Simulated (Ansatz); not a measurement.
# CH6GeN (charge +1): what the fields show

Input file:

```
crystal:
  periodic: [false, false, false]
  atoms:
    - {symbol: C, position_ang: [-1.757593, 1.987461, -0.310709]}
    - {symbol: Ge, position_ang: [-2.001170, 0.035117, -0.248292]}
    - {symbol: N, position_ang: [-0.130811, -0.211743, 0.837537]}
    - {symbol: H, position_ang: [-2.560268, 2.449327, -0.907154]}
    - {symbol: H, position_ang: [-1.803416, 2.410995, 0.711434]}
    - {symbol: H, position_ang: [-0.783366, 2.273917, -0.747531]}
    - {symbol: H, position_ang: [-0.051542, -1.141465, 1.266425]}
    - {symbol: H, position_ang: [0.000974, 0.483269, 1.583370]}
    - {symbol: H, position_ang: [0.676966, -0.111275, 0.208194]}
basis:
  gaussian:
    orbitals: def2-TZVPD
total_charge: 1
hamiltonian:
  xc: pbe0
output: {forces: true, orbitals: {seedname: orbitals}}
```

Run with:

```sh
ansatz run input.yaml --threads 2 --pin off --max-ram 4350MiB --events-out events.jsonl --progress --plain --runs-dir runs
```

Geometry: B3LYP-D3(BJ)/def2-SVP.

Method: isolated molecule in a Gaussian basis; Kohn-Sham density functional theory, functional PBE0 in Ansatz 0.2.0.

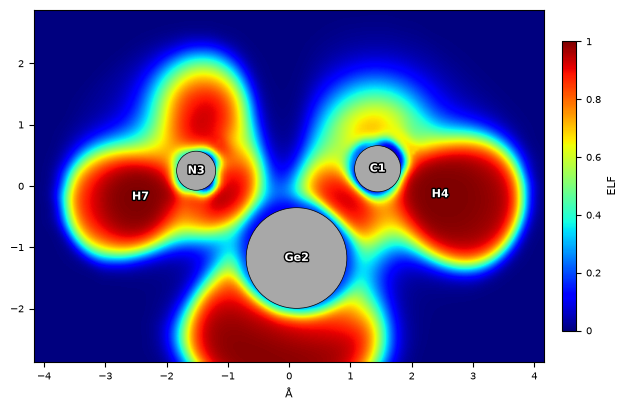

Figure 1. Electron localisation function on the plane of atoms Ge2, C1 and H4. Grey discs cover the atomic cores.

### What does the map show?

The section cuts through C, Ge, N and H sites.
C–Ge (1.97 Å): the ELF peaks at about 0.90 in the valence shell of C, 0.7 Å from its nucleus, and is about 0.75 at the midpoint.
Ge–N (2.18 Å): the ELF peaks at about 0.95 in the valence shell of N, 0.7 Å from its nucleus, and is about 0.50 at the midpoint.
N–H (1.03 Å): the ELF climbs to about 1 towards the hydrogen, as it does in any bond to H: a covalent bond by its length.
C–H (1.10 Å): the ELF climbs to about 1 towards the hydrogen (a covalent bond by its length).

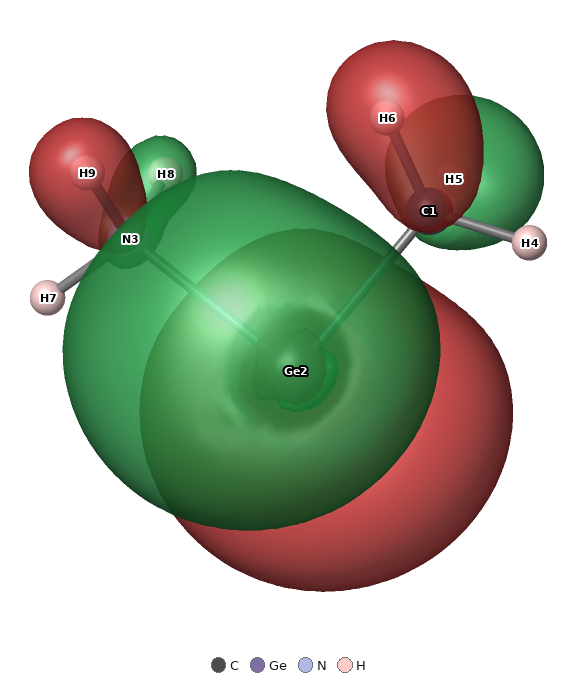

Figure 2. One frontier orbital at ±0.06 Å⁻³ᐟ² (green and red are the two phases), seen at an oblique angle.

### Which orbital is it: HOMO or LUMO?

The LUMO, at −7.80 eV. It lies mainly on Ge2 (about 85 %).

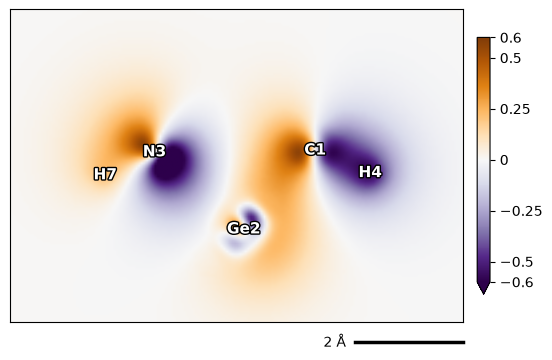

Figure 3. The HOMO−1 on the plane of atoms Ge2, C1 and H4 (values in Å⁻³ᐟ²; the overall sign is arbitrary).

### Describe this orbital and give its energy.

It lies mainly on N3 (about 30 %), C1 (about 25 %), Ge2 (about 20 %) and H4 (about 15 %). Its energy is −15.17 eV.
